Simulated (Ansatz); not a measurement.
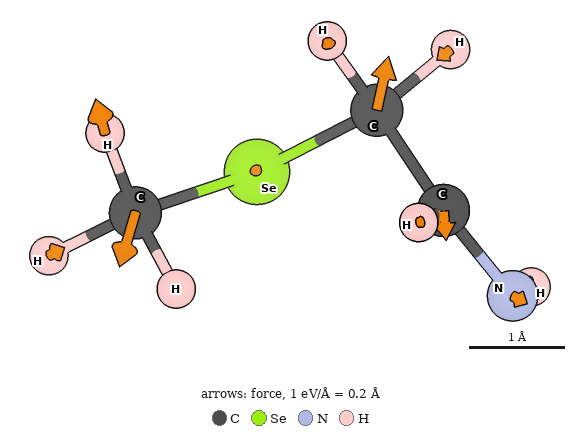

Starting geometry of C$_{3}$H$_{7}$NSe (coarse preliminary run) with the computed forces as orange arrows. A ball-and-stick model, seen face on.

The start comes from a force field.

These are results of RKS PBE-D4/def2-SVP (Ansatz), not measurements. (force threshold 0.03 eV/Å; at most 200 steps)

Q: What follows when this structure is relaxed?

A: It isn't relaxed: the largest force vector, on a C atom, is 3.58 eV/Å. The final displacements have little in common with the starting forces (cosine between the two patterns 0.12). The atom that moves furthest after the best rigid fit is an H atom (1.36 Å). Largest moves by element: H 1.36 Å, N 0.51 Å, Se 0.27 Å, C 0.25 Å. Near-neighbour distances that change, for instance: C–H 1.047 → 1.107 Å, C–C 1.461 → 1.519 Å, C–H 1.149 → 1.107 Å, C–Se 1.935 → 1.964 Å. Bond angles that change, for instance: C–N–H 117.4° → 108.0°, C–Se–C 91.0° → 96.5°, C–C–N 124.6° → 128.7°. Groups turn about C–C by about 55°. Over 17 accepted moves (19 points after the start) the energy falls by 0.498 eV. Largest force component: 2.7 eV/Å at the start, 0.027 eV/Å at the end. The line search rejected the trial steps at points 14, 17 of the run. Cost: 26 s on 4 threads of Arm Neoverse V2 (shared host).
